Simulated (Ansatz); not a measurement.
# One shape, several levels: [PO3]− (metaphosphate (po31-) (8ci,9ci))

We compute a comparison of 6 runs (B3LYP/STO-3G, PBE0/STO-3G, SVWN5/STO-3G, UPBE/STO-3G, UPBE0/STO-3G, CCSD/STO-3G) of [PO3]− (metaphosphate (po31-) (8ci,9ci)). 

The results are computed with Ansatz 0.2.0.

10 further runs of the same task are left out: 9 that didn't finish, 1 set aside as unsound or not needed.

## (1) The structure to begin with

The species is [PO3]− (4 atoms), meant as a singlet with charge -1. As SMILES, `O=P(=O)[O-]`. The P2–O1 distance was set to 2.222 Å, away from the relaxed value.

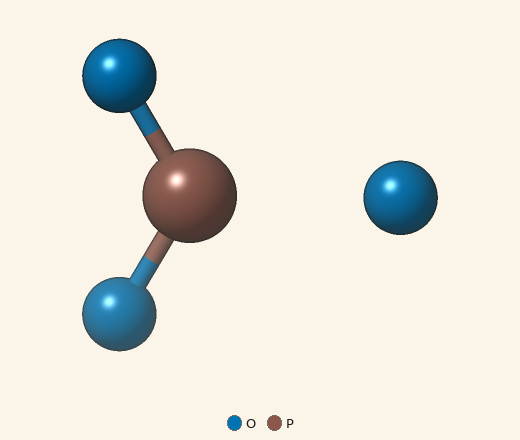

Viewed from a chosen angle; oxygen blue, phosphorus brown.

## (2) A single-point energy at B3LYP/STO-3G (run 1)

File molecule.yaml:

```yaml
crystal:
  periodic: [false, false, false]
  atoms:
    - {symbol: O, position_ang: [0.869764, -0.629382, -1.946009]}
    - {symbol: P, position_ang: [0.000330, 0.000460, -0.000130]}
    - {symbol: O, position_ang: [-1.057020, 1.037780, 0.038020]}
    - {symbol: O, position_ang: [0.476740, -0.618790, 1.259510]}
basis:
  gaussian:
    orbitals: STO-3G
total_charge: -1
hamiltonian:
  xc: {name: B3LYP}
accuracy: high
```

On the command line:

```console
$ ansatz run molecule.yaml --threads 1 --pin off --max-ram 2610MiB --events-out events.jsonl --progress --plain --runs-dir runs
```

What it wrote:

```text
Warning: RAYON_NUM_THREADS=1 ignored (pool sized by the plan → 1); use --threads N
Functional definition: B3LYP
  name "B3LYP"
  parameter a0 = 0.2
  parameter ax = 0.72
  parameter ac = 0.81
  exchange = (1 - a0 - ax)*slater_x + ax*b88_x + a0*exact_x
  correlation = (1 - ac)*vwn_rpa_c + ac*lyp_c
444 factors; integrals over basis functions are off by at most 2.4e-8 eV
mean field evaluation 1: about -15215.1502 eV, gradient 5.2e1 eV
mean field evaluation 2: about -15003.7656 eV, gradient 9.9e1 eV
mean field evaluation 4: about -15220.5012 eV, gradient 4.0e1 eV
mean field evaluation 8: about -15228.6461 eV, gradient 3.7e-1 eV
mean field evaluation 16: about -15228.6522 eV, gradient 2.1e-5 eV
mean field -15228.65215889 eV, -559.6426444879 hartree, gradient 2.3e-8 eV, S^2 0.000000; 0 other end points of the search recorded, 0 dependent functions left out
reference -15228.65217913 eV, -559.6426452319 hartree; 20, 20 occupied and 4, 4 virtual orbitals, 444 factors
Total energy: -15228.65217913 eV, -559.6426452319 hartree
```

Run time: 1.3 s. Hardware: 1 thread of Arm Neoverse V1, shared host; peak memory 0.097 GiB.

## (3) A single-point energy at PBE0/STO-3G (run 2)

File input.yaml:

```yaml
basis:
  gaussian: {orbitals: STO-3G}
crystal:
  periodic: [false, false, false]
  atoms:
    - symbol: O
      position_ang: [0.869764, -0.629382, -1.946009]
    - symbol: P
      position_ang: [0.000330, 0.000460, -0.000130]
    - symbol: O
      position_ang: [-1.057020, 1.037780, 0.038020]
    - symbol: O
      position_ang: [0.476740, -0.618790, 1.259510]
total_charge: -1
magnetization: {spin_polarized: false, initial_magnetization: 0}
hamiltonian: {xc: pbe0}
accuracy: high
```

On the command line:

```console
$ ansatz run input.yaml --threads 1 --pin off --max-ram 2610MiB --events-out events.jsonl --progress --plain --runs-dir runs
```

What it wrote:

```text
Warning: RAYON_NUM_THREADS=1 ignored (pool sized by the plan → 1); use --threads N
Functional definition: PBE0
  name "PBE0"
  parameter a = 0.25
  parameter kappa = 0.804
  parameter beta = 0.06672455060314922
  exchange = (1 - a)*pbe_x(kappa = kappa, mu = beta*pi^2/3) + a*exact_x
  correlation = pbe_c(beta = beta)
444 factors; integrals over basis functions are off by at most 2.4e-8 eV
mean field evaluation 1: about -15206.7849 eV, gradient 5.1e1 eV
mean field evaluation 2: about -14998.0438 eV, gradient 1.0e2 eV
mean field evaluation 4: about -15213.5215 eV, gradient 3.6e1 eV
mean field evaluation 8: about -15219.9505 eV, gradient 1.4e-1 eV
mean field evaluation 16: about -15219.9662 eV, gradient 2.6e-4 eV
mean field -15219.96618720 eV, -559.3234409160 hartree, gradient 7.0e-8 eV, S^2 0.000000; 0 other end points of the search recorded, 0 dependent functions left out
reference -15219.96618801 eV, -559.3234409456 hartree; 20, 20 occupied and 4, 4 virtual orbitals, 444 factors
Total energy: -15219.96618801 eV, -559.3234409456 hartree
```

Run time: 1.3 s. Hardware: 1 thread of Arm Neoverse V1, shared host; peak memory 0.096 GiB.

Runs 3 to 4 aren't shown in full; the table further down has their settings and results.

## (4) The energy at UPBE0/STO-3G (run 5)

File run.yaml:

```yaml
crystal:
  periodic: [false, false, false]
  atoms:
    - {symbol: O, position_ang: [0.869764, -0.629382, -1.946009]}
    - {symbol: P, position_ang: [0.000330, 0.000460, -0.000130]}
    - {symbol: O, position_ang: [-1.057020, 1.037780, 0.038020]}
    - {symbol: O, position_ang: [0.476740, -0.618790, 1.259510]}
basis:
  gaussian:
    orbitals: STO-3G
total_charge: -1
magnetization:
  spin_polarized: true
hamiltonian:
  xc: pbe0
accuracy: high
```

On the command line:

```console
$ ansatz run run.yaml --threads 1 --pin off --max-ram 2610MiB --events-out events.jsonl --progress --plain --runs-dir runs
```

What it wrote, cut to the lines that bear on the results:

```text
Warning: RAYON_NUM_THREADS=1 ignored (pool sized by the plan → 1); use --threads N
[... 2 set-up lines as earlier in the session ...]
[...]
444 factors; integrals over basis functions are off by at most 2.4e-8 eV
[...]
mean field -15220.33287241 eV, -559.3369163489 hartree, gradient 2.3e-8 eV, S^2 0.641357; 9 other end points of the search recorded, 0 dependent functions left out
reference -15220.33287322 eV, -559.3369163787 hartree; 20, 20 occupied and 4, 4 virtual orbitals, 444 factors
Total energy: -15220.33287322 eV, -559.3369163787 hartree
```

It took 11 s on 1 thread of Arm Neoverse V1, shared host; peak memory 0.14 GiB.

## (5) A single-point energy at CCSD/STO-3G (run 6)

run.yaml, as its differences from that of step 4:

```diff
@@ -8,9 +8,6 @@
 basis:
-  gaussian:
-    orbitals: STO-3G
+  gaussian: {orbitals: STO-3G}
 total_charge: -1
-magnetization:
-  spin_polarized: true
-hamiltonian:
-  xc: pbe0
+correlation: {method: ccsd, frozen_orbitals: {O: 1, P: 5}}
 accuracy: high
+scf: {omitted_lower_state_checks: [cluster_reference, increment]}
```

On the command line:

```console
$ ansatz run run.yaml --threads 1 --pin off --max-ram 2610MiB --events-out events.jsonl --progress --plain --runs-dir runs
```

What it wrote:

```text
Warning: RAYON_NUM_THREADS=1 ignored (pool sized by the plan → 1); use --threads N
[... 13 lines left out ...]
8 core orbitals not correlated: weight in the atoms' cores, before any rotation towards them, 1.000 or more for the frozen orbitals, at most 0.000 for the correlated occupied ones
[... 44 lines left out ...]
Total energy: -15189.99370923 eV, -558.2219726666 hartree
Checks for a lower state left out: cluster_reference, increment
```

Wall time 0.38 s (1 thread of Arm Neoverse V1, shared host).

## (6) The series

```tsv
run	level	frozen core orbitals	energy (Eh)	wall time
1	B3LYP/STO-3G	–	-559.642645	1.3 s
2	PBE0/STO-3G	–	-559.323441	1.3 s
3	SVWN5/STO-3G	–	-556.759172	0.95 s
4	UPBE/STO-3G	–	-559.291014	6.9 s
5	UPBE0/STO-3G	–	-559.336916	11 s
6	CCSD/STO-3G	8	-558.221973	0.38 s
```

## (7) Outcome

```
                                          quantity          value
                               run 6: total energy  -558.22197 Eh
run 6: correlation energy (8 core orbitals frozen)     -192.1 mEh
                              run 6: T1 diagnostic          0.032
```

What this shows: Totals of different functionals can't be ranked against each other. In run 6 the T1 diagnostic is large, so a single reference may not serve. In run 6 the log says that unrestricted orbitals would lower the reference, so the values rest on an unstable closed-shell determinant (other closed-shell runs at this shape may share the fault). In runs 1, 2, 3, 4, 5, 6 the basis is minimal, so the values are rough. Spin contamination of the reference: run 5 ⟨S²⟩ = 0.64, run 4 ⟨S²⟩ = 0.51. Where it is this large, the reference is a mixture of spin states, and values that rest on it are in doubt. All runs together took 22 s, the longest 11 s.
